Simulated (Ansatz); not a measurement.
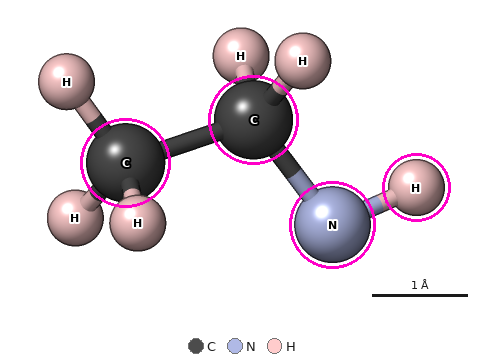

Energy scan for C₂H₆N (multiplicity 2), in which the C1–C2–N3–H9 dihedral angle is varied, with the rest of the molecule carried along rigidly. The picture shows the minimum geometry. The ringed atoms are those of the scanned coordinate. Style: ball-and-stick. Shown at a tilt.

Computed with Ansatz: wB97M-V, basis def2-TZVPP, on geometries moved rigidly from the minimum at PBE0-D4/def2-TZVP. Energies are counted from the PBE0-D4/def2-TZVP minimum geometry at the same level.

Input file:
```yaml
crystal:
  periodic: [false, false, false]
  atoms:
    - {symbol: C, position_ang: [-0.555657, 0.652841, -0.582913]}
    - {symbol: C, position_ang: [0.399840, -0.325650, 0.066965]}
    - {symbol: N, position_ang: [0.044363, -0.604053, 1.424459]}
    - {symbol: H, position_ang: [-1.572221, 0.254683, -0.576245]}
    - {symbol: H, position_ang: [-0.270384, 0.854054, -1.618037]}
    - {symbol: H, position_ang: [-0.563112, 1.598288, -0.036972]}
    - {symbol: H, position_ang: [1.433623, 0.059505, 0.025947]}
    - {symbol: H, position_ang: [0.436875, -1.267850, -0.507176]}
    - {symbol: H, position_ang: [0.735270, -1.268119, 1.786871]}
basis:
  gaussian: {orbitals: def2-TZVPP}
magnetization: {spin_polarized: true, initial_magnetization: 1}
hamiltonian: {xc: {name: wB97M-V}}
```

### Predict the energy profile (the dihedral: 34.8, 74.8, 114.8, 154.8, 180.0, 194.8, 234.8, 274.8, 314.8, 354.8°).

| dihedral angle (°) | relative energy (kJ/mol) |
| --- | --- |
| 34.8 | 5.5 |
| 74.8 | 7.0 |
| 114.8 | 12.4 |
| 154.8 | 3.8 |
| 180.0 | 0.0 |
| 194.8 | 1.4 |
| 234.8 | 11.4 |
| 274.8 | 9.0 |
| 314.8 | 4.7 |
| 354.8 | 8.6 |

The lowest computed point lies at the dihedral 180.0° (0.0 kJ/mol). Further local minima among the points: 314.8° (4.7 kJ/mol). Local maxima lie at 114.8° (12.4 kJ/mol), 234.8° (11.4 kJ/mol). The highest point, at 114.8°, lies 12.4 kJ/mol above the lowest and gives an upper estimate of the barrier to rotation, since the rotor is rigid.

As a plot:

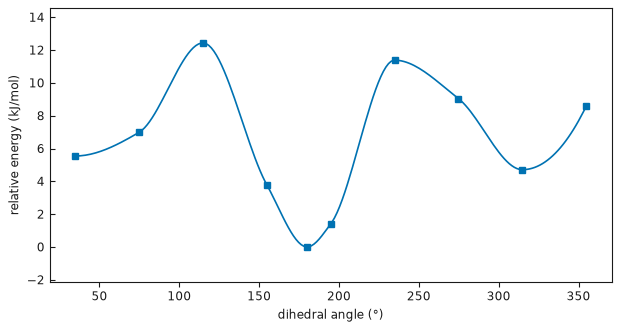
